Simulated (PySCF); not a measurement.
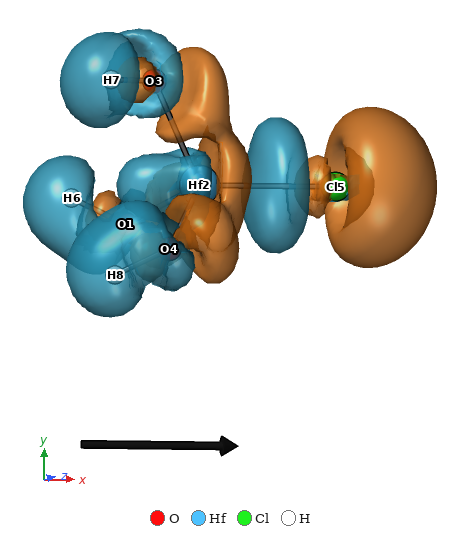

ClH3HfO3, SMILES `O[Hf](O)(O)Cl`. Change of the electron density in a uniform field of 0.21 V/Å along +x (arrow), surfaces at ±0.0015 e/Å³ (light blue: gain, orange: loss).

Computed with PySCF, B3LYP/def2-SVPD, geometry: GFN2-xTB. Core potentials replace the inner electrons of Hf; spin–orbit coupling isn't included. This is a single-reference result, which may miss multireference character in this system. No frequency check shows the geometry to be a minimum. GFN2-xTB bond lengths at metals and heavier atoms can be off by up to 0.1 Å and shapes distorted, which carries into these values.

Q: How large is the response?

A: The induced dipole is 0.73 D (along the field); α along this axis, from the fields in both directions, is 72 bohr³ (10.6 Å³).

Q: Which atoms gain and lose the most charge?

A: Electrons gather most on H6, H7 and H8 alike (Hirshfeld charge changes by −0.007 e) and leave Cl5 most (+0.022 e); 0.060 electrons are displaced in all.
